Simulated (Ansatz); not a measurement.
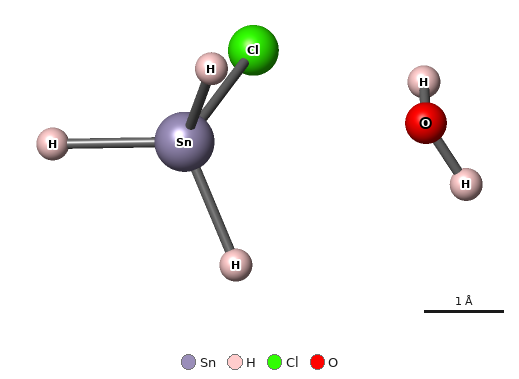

Figure 1. The starting structure (ball-and-stick view, seen at a tilt). Sticks mark near contacts. Bond lengths as drawn: Cl–Sn 2.37 Å, H–O 0.96 to 0.97 Å and H–Sn 1.70 to 1.71 Å.

## Nudged elastic band, with input and output: SnH₅ClO

The run: nudged elastic band of SnH₅ClO. Method and program: RKS PBE0/def2-mTZVP (Ansatz 0.2.0).

It belongs to a series of runs on one base structure; here: band between the two ends.

## The program's output
```
Engine: ansatz 0.2.0, aarch64-unknown-linux-gnu
Functional definition: PBE0
  parameter a = 0.25
  parameter kappa = 0.804
  parameter beta = 0.06672455060314922
  exchange = (1 - a)*pbe_x(kappa = kappa, mu = beta*pi^2/3) + a*exact_x
  correlation = pbe_c(beta = beta)
1103 factors; integrals over basis functions are off by at most 4.0e-4 eV
mean field evaluation 1: about -20473.7093 eV, gradient 5.1e1 eV
mean field evaluation 2: about -20467.7108 eV, gradient 7.7e1 eV
mean field evaluation 4: about -20477.9033 eV, gradient 2.6e0 eV
mean field evaluation 8: about -20477.9589 eV, gradient 9.3e-2 eV
mean field evaluation 16: about -20477.9589 eV, gradient 7.7e-6 eV
mean field -20477.95890479 eV, -752.5511092920 hartree, gradient 7.7e-6 eV, S^2 0.000000; 0 other end points of the search recorded, 0 dependent functions left out
the calculation of the forces begins
reference -20477.95893946 eV, -752.5511105661 hartree; 26, 26 occupied and 71, 71 virtual orbitals, 1103 factors
1103 factors; integrals over basis functions are off by at most 1.3e-3 eV
mean field evaluation 32: about -20477.7119 eV, gradient 3.5e-5 eV
mean field -20477.71186600 eV, -752.5420307838 hartree, gradient 3.5e-5 eV, S^2 0.000000; 0 other end points of the search recorded, 0 dependent functions left out
[... from here on the field's lines of each further geometry are left out, up to the last ...]
NEB iter   1: max|band force component| = 6.093e1 eV/Å  barrier→ = 8.6870 eV  barrier← = 8.4400 eV  Δτ_max = 0.2000 Å  (184 SCF iters)
NEB iter   2: max|band force component| = 1.090e1 eV/Å  barrier→ = 2.8057 eV  barrier← = 2.5587 eV  Δτ_max = 0.2000 Å  (146 SCF iters)
NEB iter   3: max|band force component| = 5.919e0 eV/Å  barrier→ = 2.0783 eV  barrier← = 1.8313 eV  Δτ_max = 0.2000 Å  (151 SCF iters)
NEB iter   4: max|band force component| = 3.358e0 eV/Å  barrier→ = 1.7289 eV  barrier← = 1.4819 eV  Δτ_max = 0.2000 Å  (144 SCF iters)
NEB iter   5: max|band force component| = 8.383e-1 eV/Å  barrier→ = 1.4985 eV  barrier← = 1.2514 eV  Δτ_max = 0.1981 Å  (144 SCF iters)
NEB iter   6: max|band force component| = 1.432e0 eV/Å  barrier→ = 1.4728 eV  barrier← = 1.2258 eV  Δτ_max = 0.1039 Å  (155 SCF iters)
NEB iter   7: max|band force component| = 1.245e0 eV/Å  barrier→ = 1.3568 eV  barrier← = 1.1098 eV  Δτ_max = 0.0967 Å  (149 SCF iters)
NEB iter   8: max|band force component| = 9.201e-1 eV/Å  barrier→ = 1.2470 eV  barrier← = 1.0000 eV  Δτ_max = 0.1015 Å  (147 SCF iters)
NEB iter   9: max|band force component| = 6.239e-1 eV/Å  barrier→ = 1.2010 eV  barrier← = 0.9539 eV  Δτ_max = 0.1015 Å  (147 SCF iters)
NEB iter  10: max|band force component| = 7.303e-1 eV/Å  barrier→ = 1.1693 eV  barrier← = 0.9222 eV  CI = image 3  Δτ_max = 0.1007 Å  (146 SCF iters)
NEB iter  11: max|band force component| = 6.359e-1 eV/Å  barrier→ = 1.1038 eV  barrier← = 0.8568 eV  CI = image 3  Δτ_max = 0.0994 Å  (140 SCF iters)
NEB iter  12: max|band force component| = 6.231e-1 eV/Å  barrier→ = 1.0608 eV  barrier← = 0.8137 eV  CI = image 3  Δτ_max = 0.1976 Å  (140 SCF iters)
NEB iter  13: max|band force component| = 9.653e-1 eV/Å  barrier→ = 1.0180 eV  barrier← = 0.7710 eV  CI = image 3  Δτ_max = 0.1977 Å  (148 SCF iters)
NEB iter  14: max|band force component| = 1.526e0 eV/Å  barrier→ = 1.0751 eV  barrier← = 0.8281 eV  CI = image 3  Δτ_max = 0.1996 Å  (137 SCF iters)
NEB iter  15: max|band force component| = 1.970e0 eV/Å  barrier→ = 1.2379 eV  barrier← = 0.9908 eV  CI = image 3  Δτ_max = 0.2000 Å  (145 SCF iters)
NEB iter  16: max|band force component| = 2.030e0 eV/Å  barrier→ = 1.4567 eV  barrier← = 1.2097 eV  CI = image 3  Δτ_max = 0.2000 Å  (144 SCF iters)
NEB iter  17: max|band force component| = 1.634e0 eV/Å  barrier→ = 1.6375 eV  barrier← = 1.3905 eV  CI = image 3  Δτ_max = 0.2000 Å  (144 SCF iters)
NEB iter  18: max|band force component| = 1.060e0 eV/Å  barrier→ = 1.7193 eV  barrier← = 1.4723 eV  CI = image 3  Δτ_max = 0.1995 Å  (144 SCF iters)
NEB iter  19: max|band force component| = 6.796e-1 eV/Å  barrier→ = 1.7224 eV  barrier← = 1.4754 eV  CI = image 3  Δτ_max = 0.2000 Å  (145 SCF iters)
NEB iter  20: max|band force component| = 2.287e0 eV/Å  barrier→ = 1.7095 eV  barrier← = 1.4625 eV  CI = image 3  Δτ_max = 0.1049 Å  (144 SCF iters)
NEB iter  21: max|band force component| = 3.304e-1 eV/Å  barrier→ = 1.6882 eV  barrier← = 1.4412 eV  CI = image 3  Δτ_max = 0.2000 Å  (149 SCF iters)
NEB iter  22: max|band force component| = 6.644e-1 eV/Å  barrier→ = 1.6665 eV  barrier← = 1.4194 eV  CI = image 3  Δτ_max = 0.1003 Å  (145 SCF iters)
NEB iter  23: max|band force component| = 4.336e-1 eV/Å  barrier→ = 1.6389 eV  barrier← = 1.3919 eV  CI = image 3  Δτ_max = 0.0998 Å  (147 SCF iters)
NEB iter  24: max|band force component| = 2.044e-1 eV/Å  barrier→ = 1.6310 eV  barrier← = 1.3839 eV  CI = image 3  Δτ_max = 0.1444 Å  (147 SCF iters)
NEB iter  25: max|band force component| = 1.886e-1 eV/Å  barrier→ = 1.6270 eV  barrier← = 1.3799 eV  CI = image 3  Δτ_max = 0.1895 Å  (142 SCF iters)
NEB iter  26: max|band force component| = 2.037e-1 eV/Å  barrier→ = 1.6234 eV  barrier← = 1.3763 eV  CI = image 3  Δτ_max = 0.0964 Å  (148 SCF iters)
NEB iter  27: max|band force component| = 2.678e-1 eV/Å  barrier→ = 1.6210 eV  barrier← = 1.3740 eV  CI = image 3  Δτ_max = 0.0485 Å  (149 SCF iters)
NEB iter  28: max|band force component| = 2.745e-1 eV/Å  barrier→ = 1.6190 eV  barrier← = 1.3720 eV  CI = image 3  Δτ_max = 0.0482 Å  (150 SCF iters)
NEB iter  29: max|band force component| = 2.348e-1 eV/Å  barrier→ = 1.6178 eV  barrier← = 1.3708 eV  CI = image 3  Δτ_max = 0.0481 Å  (143 SCF iters)
NEB iter  30: max|band force component| = 1.303e-1 eV/Å  barrier→ = 1.6173 eV  barrier← = 1.3703 eV  CI = image 3  Δτ_max = 0.0934 Å  (143 SCF iters)
NEB iter  31: max|band force component| = 1.412e-1 eV/Å  barrier→ = 1.6176 eV  barrier← = 1.3706 eV  CI = image 3  Δτ_max = 0.0490 Å  (143 SCF iters)
NEB iter  32: max|band force component| = 8.847e-2 eV/Å  barrier→ = 1.6172 eV  barrier← = 1.3702 eV  CI = image 3  Δτ_max = 0.0486 Å  (143 SCF iters)
NEB iter  33: max|band force component| = 1.158e-1 eV/Å  barrier→ = 1.6172 eV  barrier← = 1.3701 eV  CI = image 3  Δτ_max = 0.0243 Å  (136 SCF iters)
NEB iter  34: max|band force component| = 6.980e-2 eV/Å  barrier→ = 1.6172 eV  barrier← = 1.3701 eV  CI = image 3  Δτ_max = 0.0241 Å  (137 SCF iters)
NEB iter  35: max|band force component| = 2.019e-1 eV/Å  barrier→ = 1.6172 eV  barrier← = 1.3701 eV  CI = image 3  Δτ_max = 0.0122 Å  (129 SCF iters)
NEB iter  36: max|band force component| = 6.904e-2 eV/Å  barrier→ = 1.6172 eV  barrier← = 1.3701 eV  CI = image 3  Δτ_max = 0.0242 Å  (120 SCF iters)
NEB iter  37: max|band force component| = 5.610e-2 eV/Å  barrier→ = 1.6172 eV  barrier← = 1.3701 eV  CI = image 3  Δτ_max = 0.0479 Å  (129 SCF iters)
NEB iter  38: max|band force component| = 5.593e-2 eV/Å  barrier→ = 1.6171 eV  barrier← = 1.3701 eV  CI = image 3  Δτ_max = 0.0477 Å  (128 SCF iters)
NEB iter  39: max|band force component| = 7.050e-2 eV/Å  barrier→ = 1.6171 eV  barrier← = 1.3701 eV  CI = image 3  Δτ_max = 0.0241 Å  (121 SCF iters)
NEB iter  40: max|band force component| = 5.651e-2 eV/Å  barrier→ = 1.6171 eV  barrier← = 1.3701 eV  CI = image 3  Δτ_max = 0.0241 Å  (120 SCF iters)
the calculation of the forces begins
reference -20477.70903662 eV, -752.5419268060 hartree; 26, 26 occupied and 71, 71 virtual orbitals, 1103 factors
1103 factors; integrals over basis functions are off by at most 5.7e-4 eV
mean field evaluation 1536: about -20476.3416 eV, gradient 2.7e-1 eV
mean field -20476.34175582 eV, -752.4916801636 hartree, gradient 1.5e-5 eV, S^2 0.000000; 1 other end points of the search recorded, 0 dependent functions left out
the calculation of the forces begins
reference -20476.34179071 eV, -752.4916814455 hartree; 26, 26 occupied and 71, 71 virtual orbitals, 1103 factors
NEB iter  41: max|band force component| = 3.985e-2 eV/Å  barrier→ = 1.6171 eV  barrier← = 1.3701 eV  CI = image 3  Δτ_max = 0.0000 Å  (245 SCF iters)
```

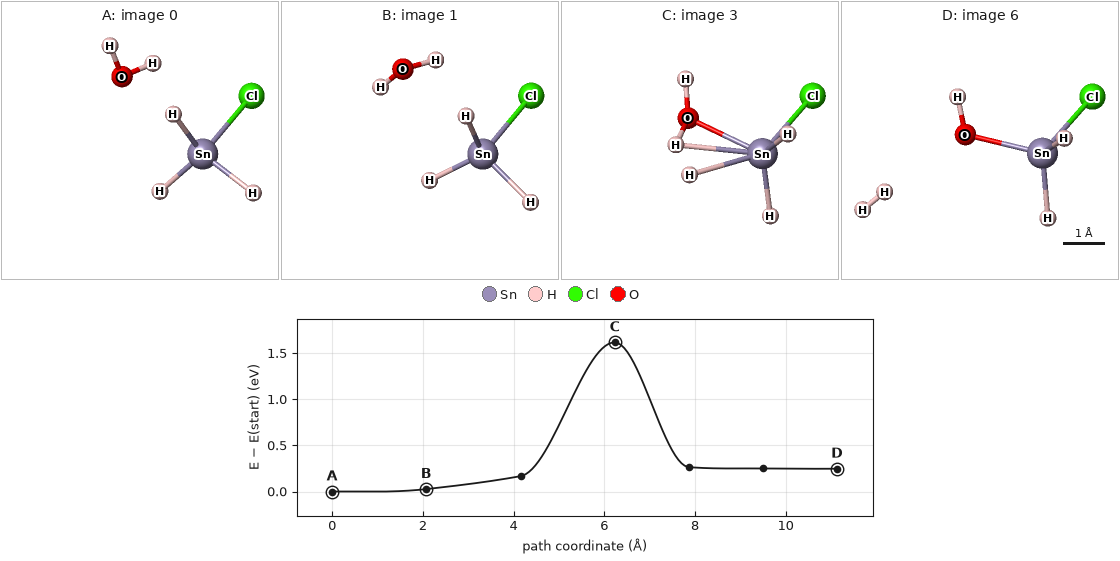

Figure 2. Images of the last band (counted from 0; ball-and-stick, seen at a tilt) above the energy along the path; the line is a cubic interpolation that uses the forces. The highest image is number 3, 1.617 eV above the start and 1.370 eV above the end (the climbing image); the end lies 0.247 eV above the start. The path is 11.14 Å long. The band converged in 41 iterations.

```
Total energy: -20476.34179071 eV, -752.4916814455 hartree
Atom 0 at     0.111941     0.187232    -0.072601 Å, force     0.000404     0.000070    -0.000746 eV/Å
Atom 1 at     0.896474    -0.383805     1.804504 Å, force    -0.000132     0.000160     0.000023 eV/Å
Atom 2 at     1.543951    -0.373631    -0.794057 Å, force     0.000087    -0.000282     0.000311 eV/Å
Atom 3 at    -0.513457     1.865750    -1.647132 Å, force    -0.000313    -0.000071     0.000234 eV/Å
Atom 4 at    -1.302966    -0.725523     0.116257 Å, force    -0.000076     0.000101     0.000004 eV/Å
Atom 5 at     0.257409     1.653536     1.466099 Å, force     0.000579     0.000450     0.000362 eV/Å
Atom 6 at     0.836846     2.409424     1.289350 Å, force    -0.000416     0.000235    -0.000191 eV/Å
Atom 7 at     0.761802     0.659917     1.935681 Å, force    -0.000133    -0.000663     0.000001 eV/Å
Dipole moment:     0.306433    -0.192896     0.232580 e Å
this run last wrote the band of iteration 41 to [file]
```

## The last band as extended XYZ (Å, eV, eV/Å)
```
8
Properties=species:S:1:pos:R:3:forces:R:3 image=0 energy=-20477.95890
Sn   -0.0272   -0.4294    0.0116    0.0015  -0.0114   0.0035
H    -0.2209   -0.7892    1.6596    0.0002   0.0021  -0.0032
H     1.5625   -0.1263   -0.5111    0.0021   0.0005  -0.0025
Cl   -1.2983    1.5243   -0.4365   -0.0037   0.0073  -0.0003
H    -0.7905   -1.5922   -0.9866   -0.0002   0.0000   0.0012
O     1.1023    1.9190    1.6889   -0.0012   0.0021  -0.0016
H     1.8928    2.3469    1.3419   -0.0006   0.0008   0.0036
H     0.3714    2.4398    1.3302    0.0018  -0.0014  -0.0007
8
Properties=species:S:1:pos:R:3:forces:R:3 image=1 energy=-20477.93274
Sn    0.0157   -0.4272   -0.1161   -0.0104   0.0290  -0.0184
H    -0.1462   -0.4828    1.5727   -0.0422  -0.0277   0.0147
H     1.6069   -0.5615   -0.6979    0.0051   0.0113   0.0224
Cl   -0.7851    1.6754   -0.8642   -0.0348   0.0206   0.0138
H    -1.0642   -1.5028   -0.8893    0.0279  -0.0340  -0.0108
O     1.3126    2.0142    1.5689    0.0164  -0.0016  -0.0019
H     0.6830    2.5375    1.0552    0.0270  -0.0091  -0.0186
H     0.9693    2.0402    2.4687    0.0110   0.0116  -0.0013
8
Properties=species:S:1:pos:R:3:forces:R:3 image=2 energy=-20477.79227
Sn    0.1524   -0.3867   -0.2642    0.0138  -0.0618  -0.0023
H     0.7819   -0.3142    1.3161    0.0068   0.0179  -0.0506
H     1.3108   -1.0241   -1.3335   -0.0300  -0.0867  -0.0822
Cl   -0.1762    1.8012   -1.0953    0.0470  -0.0100   0.0553
H    -1.3790   -1.1202   -0.3044   -0.0172  -0.0226  -0.0516
O     0.3529    2.1948    2.1931    0.0316   0.0455   0.0342
H     0.4379    2.5318    1.2917   -0.0683   0.0310   0.0241
H     1.1113    1.6101    2.2947    0.0163   0.0868   0.0731
8
Properties=species:S:1:pos:R:3:forces:R:3 image=3 energy=-20476.34176
Sn    0.1119    0.1872   -0.0726    0.0004   0.0001  -0.0007
H     0.8965   -0.3838    1.8045   -0.0001   0.0002   0.0000
H     1.5440   -0.3736   -0.7941    0.0001  -0.0003   0.0003
Cl   -0.5135    1.8658   -1.6471   -0.0003  -0.0001   0.0002
H    -1.3030   -0.7255    0.1163   -0.0001   0.0001   0.0000
O     0.2574    1.6535    1.4661    0.0006   0.0004   0.0004
H     0.8368    2.4094    1.2893   -0.0004   0.0002  -0.0002
H     0.7618    0.6599    1.9357   -0.0001  -0.0007   0.0000
8
Properties=species:S:1:pos:R:3:forces:R:3 image=4 energy=-20477.69441
Sn    0.0527    0.5247   -0.3128   -0.0017   0.0141  -0.0101
H     0.7206   -0.7207    2.7102    0.0043  -0.0181   0.0278
H     1.4392   -0.4458   -0.5192   -0.0006   0.0099   0.0009
Cl   -0.2402    1.6511   -2.3509   -0.0042  -0.0016  -0.0193
H    -1.4042   -0.2411    0.1024    0.0029   0.0091  -0.0001
O     0.3287    1.9201    1.0485   -0.0004   0.0054  -0.0114
H     0.9783    2.5825    0.7868   -0.0032   0.0072  -0.0125
H     0.7170    0.0222    2.6333    0.0029  -0.0261   0.0248
8
Properties=species:S:1:pos:R:3:forces:R:3 image=5 energy=-20477.70900
Sn    0.1755    0.4346   -0.6408    0.0013   0.0015  -0.0067
H     0.3657   -0.2675    3.7104   -0.0005  -0.0019   0.0063
H     1.6008   -0.3518   -1.1480   -0.0004  -0.0018   0.0016
Cl   -0.4480    1.8218   -2.4280   -0.0020   0.0030  -0.0004
H    -1.1588   -0.5152   -0.1970    0.0019  -0.0008  -0.0002
O     0.5124    1.5995    0.9080   -0.0016  -0.0021   0.0020
H     1.1202    2.3236    0.7189    0.0005  -0.0016  -0.0005
H     0.4242    0.2479    3.1746    0.0008   0.0037  -0.0021
8
Properties=species:S:1:pos:R:3:forces:R:3 image=6 energy=-20477.71187
Sn    0.3592    0.2894   -0.8041    0.0003   0.0013  -0.0013
H    -0.1034    0.4116    4.0428    0.0082   0.0084  -0.0232
H     1.7600    0.0126   -1.7365   -0.0031  -0.0007   0.0025
Cl   -0.9557    1.7706   -2.0628    0.0012  -0.0027   0.0015
H    -0.5949   -1.0418   -0.3588    0.0036   0.0061  -0.0031
O     0.7957    1.1898    0.8893    0.0033   0.0064   0.0059
H     1.2262    2.0447    0.7725   -0.0059  -0.0102  -0.0053
H     0.1049    0.6161    3.3557   -0.0077  -0.0086   0.0229
```

This output came from the following input.

## Input file
```yaml
crystal:
  periodic: [false, false, false]
  atoms:
    - { symbol: Sn, position_ang: [-0.027196, -0.42941, 0.011586] }
    - { symbol: H, position_ang: [-0.220927, -0.789168, 1.65958] }
    - { symbol: H, position_ang: [1.562454, -0.126338, -0.511062] }
    - { symbol: Cl, position_ang: [-1.298328, 1.524279, -0.436472] }
    - { symbol: H, position_ang: [-0.790462, -1.592163, -0.986631] }
    - { symbol: O, position_ang: [1.102256, 1.918995, 1.688939] }
    - { symbol: H, position_ang: [1.892822, 2.346915, 1.341939] }
    - { symbol: H, position_ang: [0.371381, 2.43979, 1.330222] }
basis:
  gaussian: { orbitals: def2-mTZVP }
hamiltonian:
  xc: pbe0
neb:
  order_check: false
  images: 5
  f_tol: 0.05
  max_iterations: 60
  final_atoms:
    - { symbol: Sn, position_ang: [0.3591875, 0.28938855, -0.80408618] }
    - { symbol: H, position_ang: [-0.10343216, 0.41157683, 4.04281594] }
    - { symbol: H, position_ang: [1.76003484, 0.01260212, -1.73649153] }
    - { symbol: Cl, position_ang: [-0.95571998, 1.770554, -2.06284414] }
    - { symbol: H, position_ang: [-0.59490642, -1.04179213, -0.35880324] }
    - { symbol: O, position_ang: [0.79574766, 1.1897932, 0.88933197] }
    - { symbol: H, position_ang: [1.22619535, 2.04471497, 0.77250382] }
    - { symbol: H, position_ang: [0.10489321, 0.61606246, 3.35567437] }
  initial_path:
    images:
      - { positions_ang: [[-0.027196, -0.42941, 0.011586], [-0.220927, -0.789168, 1.65958], [1.562454, -0.126338, -0.511062], [-1.298328, 1.524279, -0.436472], [-0.790462, -1.592163, -0.986631], [1.102256, 1.918995, 1.688939], [1.892822, 2.346915, 1.341939], [0.371381, 2.43979, 1.330222]] }
      - { positions_ang: [[-0.00158419, -0.28924418, 0.00201846], [-0.13533242, -0.54483453, 1.79715454], [1.60508334, -0.04531654, -0.53504571], [-1.26977415, 1.64713368, -0.55269975], [-0.74913061, -1.55081286, -0.86922163], [0.98638862, 1.94540942, 1.37453469], [1.7791147, 2.18707345, 1.34535667], [0.37723473, 1.94349156, 1.53600374]] }
      - { positions_ang: [[0.02402761, -0.14907837, -0.00754909], [-0.04973785, -0.30050106, 1.93472908], [1.64771267, 0.03570493, -0.55902943], [-1.24122031, 1.76998837, -0.6689275], [-0.70779923, -1.50946272, -0.75181226], [0.87052124, 1.97182383, 1.06013038], [1.6654074, 2.0272319, 1.34877434], [0.38308846, 1.44719311, 1.74178548]] }
      - { positions_ang: [[0.04963942, -0.00891255, -0.01711663], [0.03585673, -0.05616759, 2.07230363], [1.69034201, 0.11672639, -0.58301314], [-1.21266646, 1.89284305, -0.78515524], [-0.66646784, -1.46811257, -0.6344029], [0.75465386, 1.99823825, 0.74572606], [1.55170011, 1.86739035, 1.352192], [0.38894219, 0.95089467, 1.94756722]] }
      - { positions_ang: [[0.15282211, 0.09052115, -0.27943981], [-0.0105729, 0.09974722, 2.72914106], [1.71357295, 0.0820183, -0.96750594], [-1.12701763, 1.85208004, -1.21105154], [-0.64261404, -1.32600576, -0.54253635], [0.76835179, 1.72875657, 0.7935947], [1.44319852, 1.92649856, 1.15896261], [0.2942592, 0.83928393, 2.41693627]] }
      - { positions_ang: [[0.25600481, 0.18995485, -0.541763], [-0.05700253, 0.25566203, 3.3859785], [1.7368039, 0.04731021, -1.35199873], [-1.0413688, 1.81131702, -1.63694784], [-0.61876023, -1.18389894, -0.45066979], [0.78204972, 1.45927488, 0.84146333], [1.33469693, 1.98560676, 0.96573322], [0.1995762, 0.7276732, 2.88630532]] }
      - { positions_ang: [[0.3591875, 0.28938855, -0.80408618], [-0.10343216, 0.41157683, 4.04281594], [1.76003484, 0.01260212, -1.73649153], [-0.95571998, 1.770554, -2.06284414], [-0.59490642, -1.04179213, -0.35880324], [0.79574766, 1.1897932, 0.88933197], [1.22619535, 2.04471497, 0.77250382], [0.10489321, 0.61606246, 3.35567437]] }
```

Launched with:
```bash
ansatz run input.yaml --threads 2 --pin off --max-ram 3072MiB --backend cpu --events-out ev --progress --plain --runs-dir out
```

## Results in brief

| quantity | value |
| --- | --- |
| outcome | converged |
| barrier, forward | 1.617 eV |
| barrier, backward | 1.370 eV |
| hardware | 2 threads of Arm Neoverse V2, 24 GiB of memory available, shared host |
| wall time | 7.7 min (CPU time 14 min) |
| peak memory | 0.22 GiB |

The order of the saddle point was not checked.
